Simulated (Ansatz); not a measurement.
The parent structure is MgS in the rock salt structure (space group Fm-3m, No. 225; a = 5.205 Å). Axes: x, y, z lie along the cube axes.

One thing is altered: the cell is compressed by 1.25 % along y with no lateral relaxation; the atoms relax in the strained cell.

Computed with r2SCAN (Ansatz, a quantum-chemistry and plane-wave program), no spin-orbit coupling, earlier PAW set.

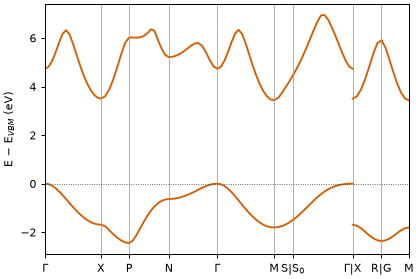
Figure. Highest valence and lowest conduction band along the path of the changed cell's own zone

### Question
Read the changed gap and its character from the plot.

### Answer
About 3.4 eV, indirect, Γ → M.

Whether these cells are dynamically stable was not tested. k-point labels follow each cell's own Brillouin zone.
